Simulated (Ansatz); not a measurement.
# SiH3I (SMILES [SiH3]I) at B3LYP/STO-3G

What is the electronic atomisation energy of SiH3I at B3LYP/STO-3G? 

The results are computed with Ansatz 0.2.0.

65 further runs of the same task are left out: 14 that didn't finish, 51 set aside as unsound or not needed.

## 1. The molecule

SiH3I has 5 atoms, charge 0, and is taken as a singlet. SMILES: `[SiH3]I`. The coordinates come from a PBE0-D4/def2-TZVP relaxation.

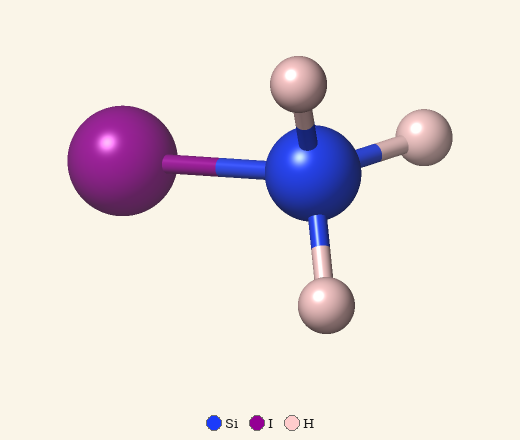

Viewed from a chosen angle; silicon blue, iodine purple, hydrogen pink.

## 2. A single-point energy at B3LYP/STO-3G

The input, input.yaml:

```yaml
crystal:
  periodic: [false, false, false]
  atoms:
    - {symbol: Si, position_ang: [-0.165600, 0.069300, -0.077300]}
    - {symbol: I, position_ang: [1.907700, -0.923300, 0.737800]}
    - {symbol: H, position_ang: [-1.144400, 0.089000, 1.033900]}
    - {symbol: H, position_ang: [-0.671300, -0.755700, -1.198400]}
    - {symbol: H, position_ang: [0.123500, 1.447000, -0.537300]}
basis:
  gaussian: {orbitals: STO-3G}
hamiltonian: {xc: {name: B3LYP}}
accuracy: high
```

Launch:

```console
$ ansatz run input.yaml --threads 1 --pin off --max-ram 2610MiB --events-out events.jsonl --progress --plain --runs-dir runs
```

What it wrote:

```text
Warning: RAYON_NUM_THREADS=1 ignored (pool sized by the plan → 1); use --threads N
Functional definition: B3LYP
  name "B3LYP"
  parameter a0 = 0.2
  parameter ax = 0.72
  parameter ac = 0.81
  exchange = (1 - a0 - ax)*slater_x + ax*b88_x + a0*exact_x
  correlation = (1 - ac)*vwn_rpa_c + ac*lyp_c
558 factors; integrals over basis functions are off by at most 4.3e-9 eV
mean field evaluation 1: about -194309.9768 eV, gradient 1.9e1 eV
mean field evaluation 2: about -194310.4746 eV, gradient 1.5e1 eV
mean field evaluation 4: about -194311.4582 eV, gradient 2.8e-1 eV
mean field evaluation 8: about -194311.4194 eV, gradient 1.8e-4 eV
mean field -194311.41936609 eV, -7140.8129526933 hartree, gradient 2.5e-9 eV, S^2 0.000000; 0 other end points of the search recorded, 0 dependent functions left out
reference -194311.41939468 eV, -7140.8129537438 hartree; 35, 35 occupied and 4, 4 virtual orbitals, 558 factors
Total energy: -194311.41939468 eV, -7140.8129537438 hartree
```

Run time: 2.1 s. Hardware: 1 thread of Arm Neoverse V1, shared host; peak memory 0.12 GiB.

## 3. The H atom, same level

The input, molecule.yaml:

```yaml
crystal:
  periodic: [false, false, false]
  atoms:
    - {symbol: H, position_ang: [0.000000, 0.000000, 0.000000]}
basis:
  gaussian:
    orbitals: STO-3G
accuracy: high
magnetization:
  spin_polarized: true
  initial_magnetization: 1
hamiltonian:
  xc: {name: B3LYP}
```

Launch:

```console
$ ansatz run molecule.yaml --threads 1 --pin off --max-ram 2610MiB --events-out events.jsonl --progress --plain --runs-dir runs
```

What it wrote:

```text
Warning: RAYON_NUM_THREADS=1 ignored (pool sized by the plan → 1); use --threads N
Functional definition: B3LYP
  name "B3LYP"
  parameter a0 = 0.2
  parameter ax = 0.72
  parameter ac = 0.81
  exchange = (1 - a0 - ax)*slater_x + ax*b88_x + a0*exact_x
  correlation = (1 - ac)*vwn_rpa_c + ac*lyp_c
1 factors; integrals over basis functions are off by at most 4.6e-10 eV
mean field evaluation 1: about -12.7222 eV, gradient 0.0e0 eV
mean field evaluation 2: about -12.7222 eV, gradient 0.0e0 eV
mean field -12.72219657 eV, -0.4675321004 hartree, gradient 0.0e0 eV, S^2 0.750000; 0 other end points of the search recorded, 0 dependent functions left out
reference -12.72220983 eV, -0.4675325880 hartree; 1, 0 occupied and 0, 1 virtual orbitals, 1 factors
Total energy: -12.72220983 eV, -0.4675325880 hartree
```

Run time: 0.08 s. Hardware: 1 thread of Arm Neoverse V1, shared host.

## 4. The I atom at the same level

The input, input.yaml:

```yaml
crystal:
  periodic: [false, false, false]
  atoms:
    - {symbol: I, position_ang: [0.000000, 0.000000, 0.000000]}
basis:
  gaussian: {orbitals: STO-3G}
magnetization: {spin_polarized: true, initial_magnetization: 1}
hamiltonian: {xc: {name: B3LYP}}
accuracy: high
```

Run the same way, it converges to -6852.80283 Eh (log not shown).

## 5. The Si atom

The input, input.yaml:

```yaml
crystal:
  periodic: [false, false, false]
  atoms:
    - {symbol: Si, position_ang: [0.000000, 0.000000, 0.000000]}
basis:
  gaussian:
    orbitals: STO-3G
total_charge: 0
magnetization:
  spin_polarized: true
  initial_magnetization: 2
hamiltonian:
  xc: {name: B3LYP}
accuracy: high
```

Run the same way, it converges to -285.94209 Eh (log not shown).

## 6. Outcome

At B3LYP/STO-3G:

| quantity | value |
| --- | --- |
| molecule: total energy | -7140.81295 Eh |
| H atom: total energy | -0.46753 Eh |
| H atom: ⟨S²⟩ | 0.750 |
| I atom: total energy | -6852.80283 Eh |
| I atom: ⟨S²⟩ | 0.750 |
| Si atom: total energy | -285.94209 Eh |
| Si atom: ⟨S²⟩ | 2.000 |
| electronic atomisation energy | 18.107 eV |

In words: Taking the molecule apart into free atoms costs 18.11 eV (1747 kJ/mol), before zero-point energy and without spin-orbit coupling. In a minimal basis such a difference can be off by several eV, whatever the method. Relativity is left out (molecule) although the molecule holds a heavy atom. Relativity is left out (I atom) although the molecule holds a heavy atom.
